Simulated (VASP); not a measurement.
```xyz
2
Lattice="4.1750 0.0000 0.0000 0.0000 4.1750 0.0000 0.0000 0.0000 4.1750" Properties=species:S:1:pos:R:3 pbc="T T T"
Mg     0.0000     0.0000     0.0000
Sr     2.0875     2.0875     2.0875
```

Level of theory: r2SCAN+rVV10, VASP's PBE PAW potentials (set 64) (plane waves; VASP). Numerical set-up: 400 eV cut-off, 10×10×10 Γ-centred mesh, tetrahedra with Blöchl corrections, potentials Mg Sr_sv.

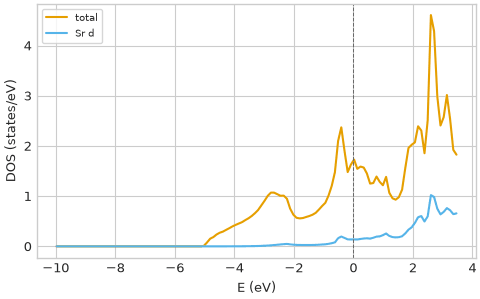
*Total and projected density of states, zero at the Fermi level*

Within 2 eV below the Fermi level the largest weight inside VASP's projection spheres is Sr d, then Mg p.

It has no gap at this level: it comes out as a metal or semimetal.

The structure comes from a measured SrMg entry (Pm-3m) of the Crystallography Open Database, whose conditions weren't checked. It was relaxed first, which changed the volume by +23 %.
